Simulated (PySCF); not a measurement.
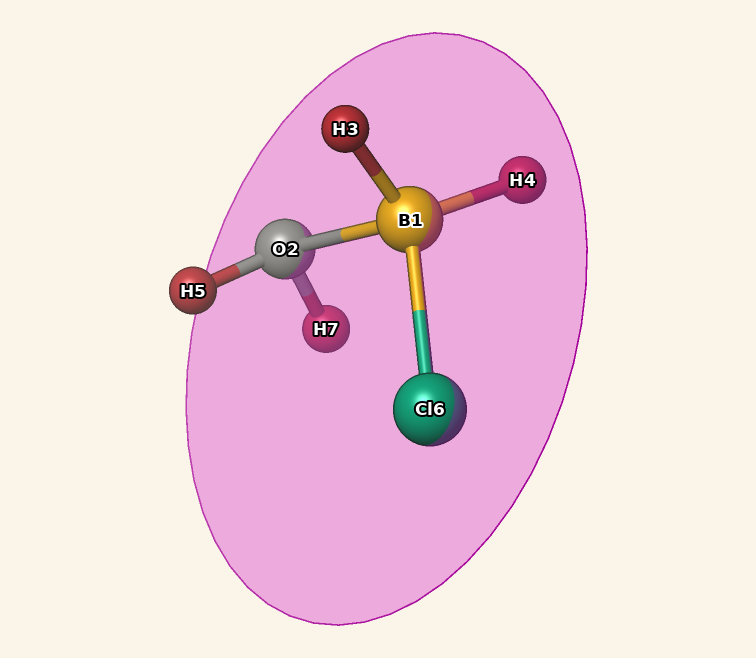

A disc through the centre of mass is drawn in. Atoms fade into the background with distance from the viewer. The geometry was computed by an optimisation with PBE0-D4/def2-TZVP. No frequency run is at hand to confirm it as a minimum.

Q: Is the plane of the disc a mirror plane of the structure?

A: Yes. The reflection leaves B1, O2, Cl6 in place and moves H3 ↔ H4; H5 ↔ H7. The point group is Cs.
